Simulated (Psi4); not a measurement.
# doublet [P4]+ at 5 levels

Wanted: a comparison of 5 runs (UB3LYP/6-31G*, UDSD-PBEP86/def2-SVPD, UHSE06/def2-SVPD, UTPSSh/def2-SVPD) of doublet [P4]+. 

Program for the calculation: Psi4 1.11.

1 further run of the same task is left out (it didn't finish).

### 1 Starting point

[P4]+: 4 atoms, total charge +1, spin state doublet. As SMILES of the parent species, `P12P3P1P23`. The shape is that of a PBE0-D4/def2-TZVP optimisation. That shape belongs to the parent species and isn't relaxed for this state.

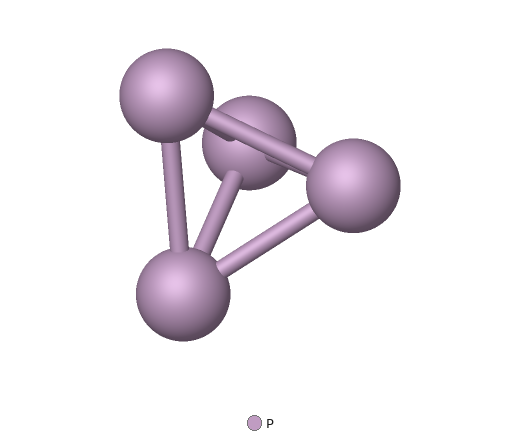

Viewed from a chosen angle; phosphorus pink.

### 2 A single-point energy at UB3LYP/6-31G(d) (spherical functions) (run 1)

job.dat

```
memory 1600 MB

molecule {
  1 2
  P     -1.36967350    -0.18897261     2.11535942
  P      2.44700636     0.20749193     0.59658654
  P     -0.34959933    -2.06301401    -1.41691665
  P     -0.72773353     2.04449469    -1.29484034
  units au
  symmetry c1
  no_reorient
  no_com
}

set {
  reference uks
  puream true
  e_convergence 1e-09
  d_convergence 1e-08
  scf_type pk
  dft_radial_points 99
  dft_spherical_points 590
  maxiter 100
}

result = energy("b3lyp/6-31G*")
```

Launch:

```sh
$ psi4 job.dat job.out -n 1
```

job.out:

```text
[...]
  Running in c1 symmetry.
[...]
  Nuclear repulsion =  327.132424419381721
[...]
  Multiplicity = 2
[...]
  Nalpha       = 30
  Nbeta        = 29
[...]
    Number of basis functions: 72
[...]
   @UKS iter   1: -1365.05379050300530    5.80819e-01   2.43367e-03 DIIS/ADIIS
[...]
   @UKS iter  25: -1365.07293249174450   -7.09406e-11   7.77278e-09 DIIS
[...]
   @S^2 Observed:                7.538720244E-01
[...]
    Orbital Energies [Eh]
    ---------------------
    Alpha Occupied:
       1A    -77.326531     2A    -77.326524     3A    -77.326519
       4A    -77.326481     5A     -6.813640     6A     -6.813567
       7A     -6.813561     8A     -6.813558     9A     -4.976086
      10A     -4.976075    11A     -4.975944    12A     -4.975935
      13A     -4.973019    14A     -4.972502    15A     -4.972494
      16A     -4.972455    17A     -4.970939    18A     -4.970864
      19A     -4.970857    20A     -4.970768    21A     -1.072473
      22A     -0.796260    23A     -0.782209    24A     -0.782177
      25A     -0.573557    26A     -0.528099    27A     -0.526125
      28A     -0.526112    29A     -0.517550    30A     -0.498496
    Alpha Virtual:
[...]
  @UKS Final Energy: -1365.07293249174450
   => Energetics <=
    Nuclear Repulsion Energy =            327.1324244193817208
    One-Electron Energy =               -2526.1463045736491040
    Two-Electron Energy =                 908.7395301922738327
    DFT Exchange-Correlation Energy =     -74.7985825297506892
    Empirical Dispersion Energy =           0.0000000000000000
    VV10 Nonlocal Energy =                  0.0000000000000000
    Total Energy =                      -1365.0729324917444956
[...]
 Multipole Moments:
 ------------------------------------------------------------------------------------
     Multipole            Electronic (a.u.)      Nuclear  (a.u.)        Total (a.u.)
 ------------------------------------------------------------------------------------
 L = 1.  Multiply by 2.5417464519 to convert [e a0] to [Debye]
 Dipole X            :          0.0000342            0.0000000            0.0000342
 Dipole Y            :          0.0000315            0.0000000            0.0000315
 Dipole Z            :         -0.0027872            0.0028345            0.0000474
 Magnitude           :                                                    0.0000664
[...]
```

It took 26 s on 1 thread of Intel Xeon Platinum 8259CL at 2.50GHz (Skylake/Cascade Lake), shared host; peak memory 0.65 GiB.

### 3 Energy and gradient at UB3LYP/6-31G(d) (Cartesian functions) (run 2)

p4.json

```json
{
  "schema_name": "qcschema_input",
  "schema_version": 1,
  "molecule": {
    "schema_name": "qcschema_molecule",
    "schema_version": 2,
    "symbols": ["P", "P", "P", "P"],
    "geometry": [-1.3696735, -0.18897261, 2.11535942, 2.44700636, 0.20749193, 0.59658654, -0.34959933, -2.06301401, -1.41691665, -0.72773353, 2.04449469, -1.29484034],
    "molecular_charge": 1,
    "molecular_multiplicity": 2,
    "fix_symmetry": "c1"
  },
  "driver": "gradient",
  "model": {
    "method": "b3lyp",
    "basis": "6-31G*"
  },
  "keywords": {
    "reference": "uks",
    "puream": false,
    "e_convergence": 1e-09,
    "d_convergence": 1e-08,
    "scf_type": "pk",
    "dft_radial_points": 99,
    "dft_spherical_points": 590,
    "maxiter": 100,
    "scf_properties": ["MAYER_INDICES", "DIPOLE", "WIBERG_LOWDIN_INDICES"]
  }
}
```

Launch:

```sh
$ psi4 --qcschema p4.json -n 1 --memory 1600MB
```

stdout:

```text
[...]
  Running in c1 symmetry.
[...]
  Nuclear repulsion =  327.132424419381664
[...]
  Multiplicity = 2
[...]
  Nalpha       = 30
  Nbeta        = 29
[...]
    Number of basis functions: 76
[...]
   @UKS iter   1: -1365.06208596525175    5.75397e-01   2.70346e-03 DIIS/ADIIS
[...]
   @UKS iter  26: -1365.08360264106250   -5.68434e-12   6.31642e-09 DIIS
[...]
   @S^2 Observed:                7.538619653E-01
[...]
    Orbital Energies [Eh]
    ---------------------
    Alpha Occupied:
       1A    -77.343692     2A    -77.343685     3A    -77.343681
       4A    -77.343661     5A     -6.817132     6A     -6.817008
       7A     -6.817003     8A     -6.816999     9A     -4.980224
      10A     -4.980213    11A     -4.980080    12A     -4.980071
      13A     -4.977148    14A     -4.976625    15A     -4.976617
      16A     -4.976578    17A     -4.975081    18A     -4.975005
      19A     -4.974998    20A     -4.974907    21A     -1.071804
      22A     -0.795897    23A     -0.781867    24A     -0.781839
      25A     -0.573656    26A     -0.528021    27A     -0.526020
      28A     -0.526007    29A     -0.517311    30A     -0.498266
    Alpha Virtual:
[...]
  @UKS Final Energy: -1365.08360264106250
   => Energetics <=
    Nuclear Repulsion Energy =            327.1324244193816639
    One-Electron Energy =               -2525.9418228281656411
    Two-Electron Energy =                 908.4757188029878989
    DFT Exchange-Correlation Energy =     -74.7499230352664199
    Empirical Dispersion Energy =           0.0000000000000000
    VV10 Nonlocal Energy =                  0.0000000000000000
    Total Energy =                      -1365.0836026410624982
[...]
 Multipole Moments:
 ------------------------------------------------------------------------------------
     Multipole            Electronic (a.u.)      Nuclear  (a.u.)        Total (a.u.)
 ------------------------------------------------------------------------------------
 L = 1.  Multiply by 2.5417464519 to convert [e a0] to [Debye]
 Dipole X            :          0.0000352           -0.0000000            0.0000352
 Dipole Y            :          0.0000323            0.0000000            0.0000323
 Dipole Z            :          0.0000001           -0.0000000            0.0000001
 Magnitude           :                                                    0.0000478
[...]
  -Total Gradient:
     Atom            X                  Y                   Z
    ------   -----------------  -----------------  -----------------
       1        0.005855008273    -0.030365659189    -0.039210492176
       2       -0.031283383192     0.029922447495    -0.024846297191
       3       -0.018355189563     0.014020244678     0.044280757216
       4        0.043784213881    -0.013576170204     0.019775245386
[...]
```

The result, in JSON:

```text
{
 "driver": "gradient",
 "model": {
  "method": "b3lyp",
  "basis": "6-31G*"
 },
 "success": true,
 "return_result": [0.005855008273014856, -0.030365659188860607, -0.03921049217556863, -0.031283383192471065, 0.029922447495147206, -0.024846297191347795, -0.018355189562599412, 0.014020244677737298, 0.044280757215840266, 0.043784213880847044, -0.013576170204455007, 0.019775245385989834],
 "properties": {
  "calcinfo_nbasis": 76,
  "calcinfo_nmo": 76,
  "calcinfo_nalpha": 30,
  "calcinfo_nbeta": 29,
  "calcinfo_natom": 4,
  "nuclear_repulsion_energy": 327.13242441938166,
  "return_energy": -1365.0836026410625,
  "return_gradient": [0.005855008273014856, -0.030365659188860607, -0.03921049217556863, -0.031283383192471065, 0.029922447495147206, -0.024846297191347795, -0.018355189562599412, 0.014020244677737298, 0.044280757215840266, 0.043784213880847044, -0.013576170204455007, 0.019775245385989834],
  "scf_one_electron_energy": -2525.9418228281656,
  "scf_two_electron_energy": 908.4757188029879,
  "scf_xc_energy": -74.74992303526642,
  "scf_dipole_moment": [3.5214329810573375e-05, 3.229317640185414e-05, 6.281890885251329e-08],
  "scf_total_energy": -1365.0836026410625,
  "scf_total_gradient": [0.005855008273014856, -0.030365659188860607, -0.03921049217556863, -0.031283383192471065, 0.029922447495147206, -0.024846297191347795, -0.018355189562599412, 0.014020244677737298, 0.044280757215840266, 0.043784213880847044, -0.013576170204455007, 0.019775245385989834],
  "scf_iterations": 26
 }
}
```

Run time: 39 s. Hardware: 1 thread of Intel Xeon Platinum 8259CL at 2.50GHz (Skylake/Cascade Lake), shared host; peak memory 0.69 GiB.

Runs 3 to 4 aren't shown in full; the table further down has their settings and results.

### 4 The energy at UTPSSh/def2-SVPD (run 5)

p4.xyz

```xyz
4
P4
P     -0.724800    -0.100000     1.119400
P      1.294900     0.109800     0.315700
P     -0.185000    -1.091700    -0.749800
P     -0.385100     1.081900    -0.685200
```

p4_ase.py

```python
import numpy as np
from ase.calculators.psi4 import Psi4
from ase.io import read

a = read('p4.xyz')
calc = Psi4(atoms=a, method='tpssh', basis='def2-SVPD', memory='1600MB', num_threads=1, charge=1, multiplicity=2, label='p4', reference='uks')
calc.psi4.set_options({'puream': True, 'e_convergence': 1e-09, 'd_convergence': 1e-08, 'scf_type': 'pk', 'dft_radial_points': 99, 'dft_spherical_points': 590, 'maxiter': 100})
a.calc = calc

print(f'energy: {a.get_potential_energy():.6f} eV')
```

Launch:

```sh
$ python p4_ase.py
```

p4.dat:

```text
[...]
  Running in c1 symmetry.
[...]
  Nuclear repulsion =  327.132424195368571
[...]
  Multiplicity = 2
[...]
  Nalpha       = 30
  Nbeta        = 29
[...]
    Number of basis functions: 96
[...]
   @UKS iter   1: -1364.74320644573254    5.08813e-01   1.95890e-03 ADIIS/DIIS
[...]
   @UKS iter  25: -1364.75950363475749   -6.59384e-12   4.95337e-09 DIIS
[...]
   @S^2 Observed:                7.551818680E-01
[...]
    Orbital Energies [Eh]
    ---------------------
    Alpha Occupied:
       1A    -77.184714     2A    -77.184687     3A    -77.184680
       4A    -77.184677     5A     -6.751401     6A     -6.751306
       7A     -6.751300     8A     -6.751298     9A     -4.907204
      10A     -4.907196    11A     -4.907064    12A     -4.907057
      13A     -4.904332    14A     -4.903828    15A     -4.903820
      16A     -4.903790    17A     -4.901996    18A     -4.901930
      19A     -4.901924    20A     -4.901828    21A     -1.042353
      22A     -0.774387    23A     -0.759405    24A     -0.759386
      25A     -0.563879    26A     -0.517832    27A     -0.515971
      28A     -0.515958    29A     -0.508080    30A     -0.486702
    Alpha Virtual:
[...]
  @UKS Final Energy: -1364.75950363475749
   => Energetics <=
    Nuclear Repulsion Energy =            327.1324241953685714
    One-Electron Energy =               -2525.2993918096826746
    Two-Electron Energy =                 917.1734641409806272
    DFT Exchange-Correlation Energy =     -83.7660001614238467
    Empirical Dispersion Energy =           0.0000000000000000
    VV10 Nonlocal Energy =                  0.0000000000000000
    Total Energy =                      -1364.7595036347572659
[...]
 Multipole Moments:
 ------------------------------------------------------------------------------------
     Multipole            Electronic (a.u.)      Nuclear  (a.u.)        Total (a.u.)
 ------------------------------------------------------------------------------------
 L = 1.  Multiply by 2.5417464519 to convert [e a0] to [Debye]
 Dipole X            :          0.0000427           -0.0000000            0.0000427
 Dipole Y            :          0.0000280           -0.0000000            0.0000280
 Dipole Z            :          0.0000039            0.0000000            0.0000039
 Magnitude           :                                                    0.0000512
[...]
```

The script printed:

```text
energy: -37136.997684 eV
```

Wall time 1.7 min (1 thread of Intel Xeon Platinum 8259CL at 2.50GHz (Skylake/Cascade Lake), shared host); peak memory 0.81 GiB.

### 5 The series

```
run                                                    level      task  Cartesian functions   energy (Eh)  HOMO energy (eV)  LUMO energy (eV)   ⟨S²⟩  wall time
  1                      UB3LYP/6-31G* (spherical functions)    energy                   no  -1365.072932            -13.42            -11.98  0.754       26 s
  2                      UB3LYP/6-31G* (Cartesian functions)  gradient                  yes  -1365.083603            -13.42            -11.97  0.754       39 s
  3  UDSD-PBEP86/def2-SVPD (density fitting for correlation)    energy                   no  -1363.481319            -14.99             -9.62  0.767       51 s
  4                                         UHSE06/def2-SVPD  gradient                   no  -1364.247626            -13.20            -12.12  0.756       97 s
  5                                         UTPSSh/def2-SVPD    energy                   no  -1364.759504            -13.08            -12.24  0.755    1.7 min
```

### 6 What came out

```
                                 quantity           value
                      run 5: total energy  -1364.75950 Eh
run 5: HOMO energy (highest over α and β)       -13.08 eV
 run 5: LUMO energy (lowest over α and β)       -12.24 eV
                              run 5: ⟨S²⟩           0.755
```

**Reading.** Totals of different functionals can't be ranked against each other. All runs together took 5.2 min, the longest 1.7 min.
